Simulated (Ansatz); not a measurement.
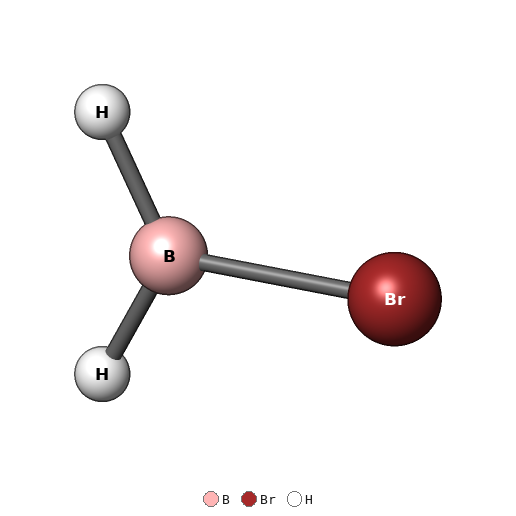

Harmonic vibrations computed with RKS PBE0-D4/def2-TZVP (Ansatz 0.2.0) at a stationary point of the same level.

**How many imaginary frequencies does it have?**

A minimum: no imaginary frequency, and the lowest mode lies at 703 cm⁻¹.

**How many vibrational modes are there, and where do they lie?**

6 modes: 703, 813, 965, 1192, 2623, 2744 cm⁻¹.
